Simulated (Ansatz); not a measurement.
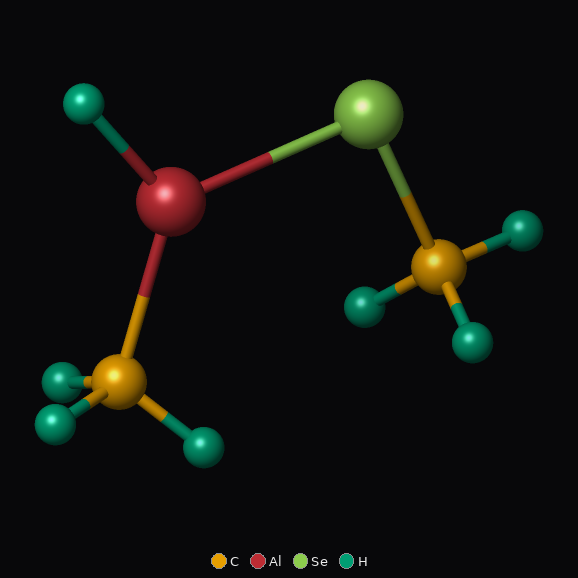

Ball-and-stick drawing of a structure.

> What is the molecular formula?

C2H7AlSe, 11 atoms: 2 carbon, 7 hydrogen, 1 aluminium and 1 selenium.

> Count the bonded pairs by element.

6 C–H, 1 C–Al, 1 Al–Se, 1 C–Se, 1 Al–H.

More results for the same structure follow; atom numbers are the same in all pictures, views and colours differ. The computed structure is the end point of a PBE0-D4/def2-TZVP optimisation.

**Symmetry**

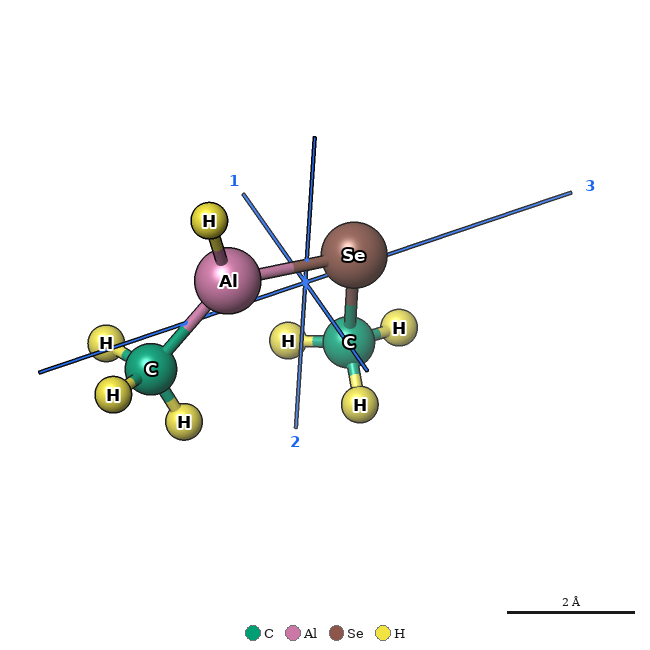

The three principal axes of inertia are drawn and numbered. Distant atoms are faded towards the background colour. Masses are those of the most abundant isotopes; constants are for the rigid equilibrium geometry.

> Which line is the a axis (least moment of inertia), which b and which c?

a is line 3, b is line 2, c is line 1; the moments are 85.3, 247, 326 u Å².

> Classify the rotor and give the rotational constants (cm⁻¹).

An asymmetric top (C1): A = 0.198, B = 0.0682, C = 0.0517 cm⁻¹. Ray's parameter κ is −0.77, nearer the prolate limit.

**Vibrations**

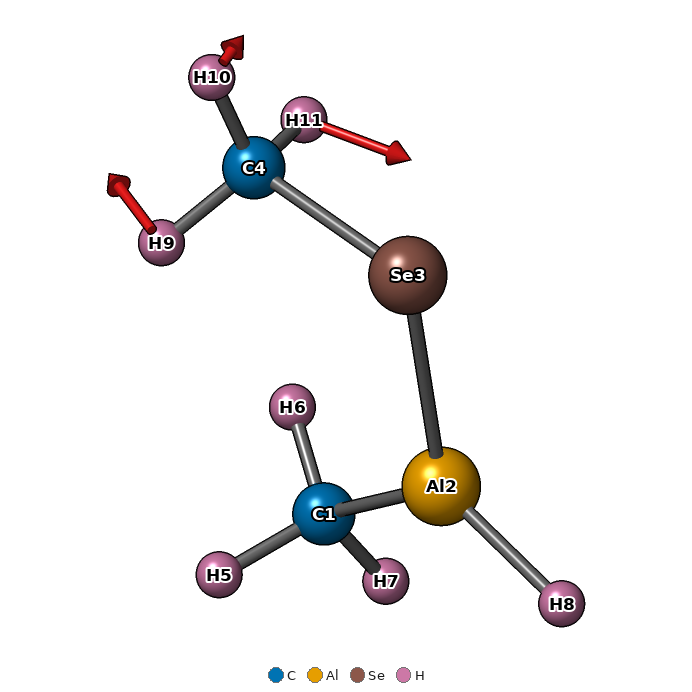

The arrows show one normal mode. Harmonic vibrations computed with RKS PBE0-D4/def2-TZVP (Ansatz 0.2.0) at a stationary point of the same level.

> What kind of motion is it?

Mostly H–C–Se bending.

> Estimate its harmonic wavenumber.

911 cm⁻¹; it is mode 13 of 27 counted from the lowest.

**Levels of theory compared**

Program: Ansatz 0.2.0.

At this fixed geometry, give HOMO energy (eV), HOMO–LUMO gap (eV) at these levels: BLYP-D4/def2-TZVPP; HSE06-D4/def2-TZVPP; PBE-D4/def2-TZVPP; SPW92 (LDA)/def2-TZVPP; revPBE-D4/def2-TZVPP; ωB97M-V/def2-TZVPP; ωB97X-V/def2-TZVPP.

```
                 level  HOMO energy (eV)  HOMO–LUMO gap (eV)
    BLYP-D4/def2-TZVPP             −5.49                3.94
   HSE06-D4/def2-TZVPP             −6.33                5.02
     PBE-D4/def2-TZVPP             −5.66                3.98
SPW92 (LDA)/def2-TZVPP             −5.79                3.88
  revPBE-D4/def2-TZVPP             −5.61                4.04
    ωB97M-V/def2-TZVPP             −8.85                9.50
    ωB97X-V/def2-TZVPP             −8.98                9.89
```

**Dipole moment**

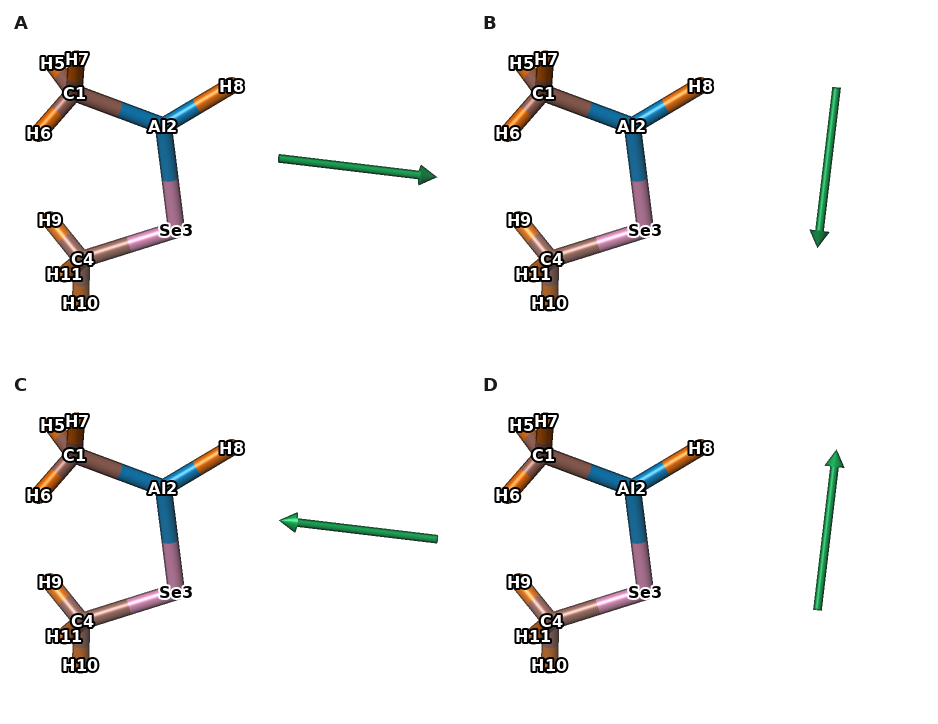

The same molecule four times, each with an arrow. Method: RKS B3LYP-D4/def2-TZVPP (Ansatz 0.2.0).

> Which arrow points along the dipole moment, from the negative to the positive end?

C. The dipole moment is 2.04 D; it points from the side of H8 to the side of H6 (the outermost atoms at the two ends).

**Charges**

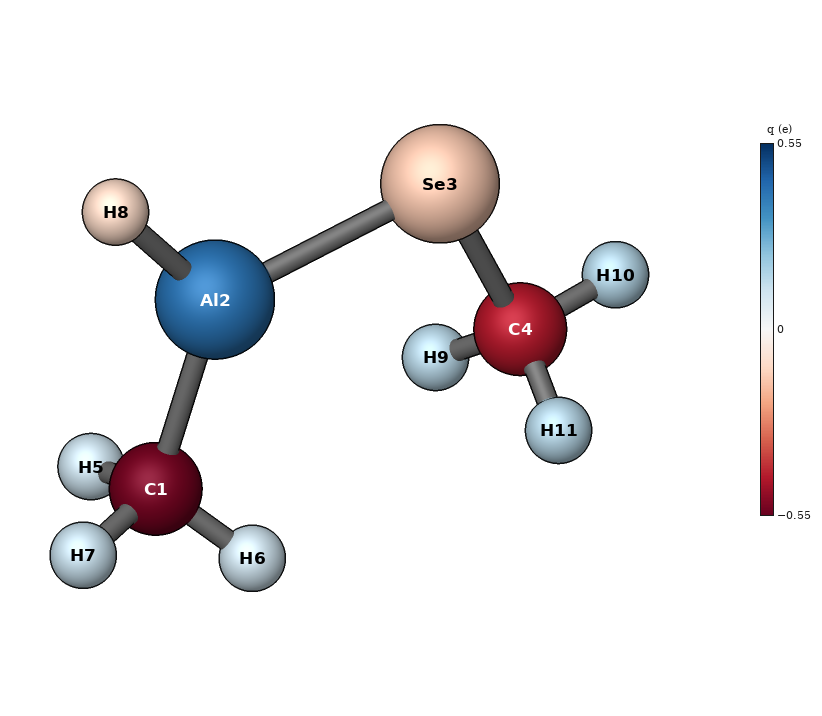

Atoms are coloured by their Mulliken charges. Method: RKS ωB97M-V/def2-TZVPP (Ansatz 0.2.0).

List the Mulliken charges.

```csv
atom,value (e)
C1,−0.52
Al2,0.41
Se3,−0.14
C4,−0.44
H5,0.11
H6,0.11
H7,0.12
H8,−0.10
H9,0.15
H10,0.16
H11,0.15
```

Mulliken values depend strongly on the basis set and can even reverse the polarity of a bond.
